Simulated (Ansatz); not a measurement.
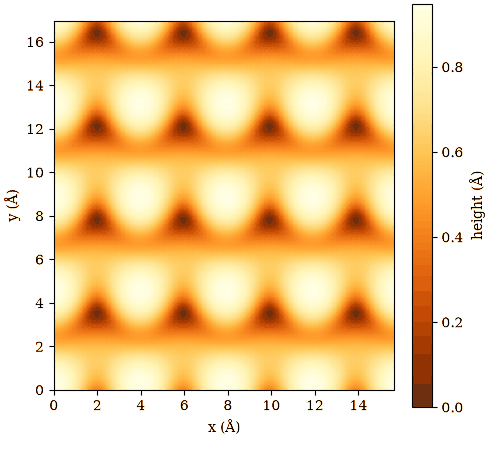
*Simulated constant-current image at -1.0 V from a Fermi level inside the gap (filled states down to 0.4 eV under the valence edge)*

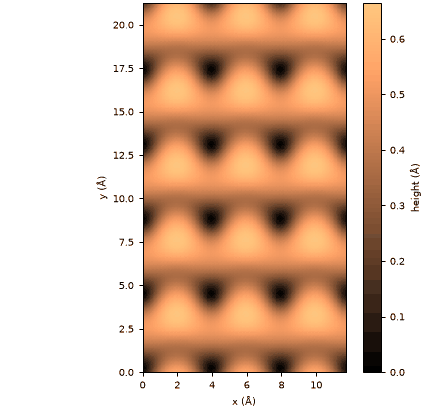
Figure. Simulated constant-current image at +1.0 V from a Fermi level inside the gap (empty states up to 0.4 eV over the conduction edge)

These are PBE, Tersoff-Hamann images (plane waves, PAW; Ansatz, a first-principles code) values and carry that method's errors.

Mesh 14×12×1, no spin-orbit coupling, no spin polarisation; biases count from the run's Fermi level. The set point is the mean density 3.5 Å over the top atom.

The sample is: single layer of GeSe (symmetry Pmn2_1 as a slab, 4 atoms a cell). Atoms are numbered in the order of this list of the upper atoms (x, y, depth in Å): Ge1 (0.0, -0.1, 0.1); Ge2 (2.0, 2.0, 2.5); Se3 (2.0, 1.7, 0.0); Se4 (0.0, 3.8, 2.6).

### Question
Which sites are bright, and how large is the corrugation?

### Answer
At -1.0 V the maximum lies over Ge1 and the sites alike, corrugation about 0.95 Å. At +1.0 V the maximum lies off the atoms, 1.3 Å sideways from Ge2, corrugation about 0.66 Å.
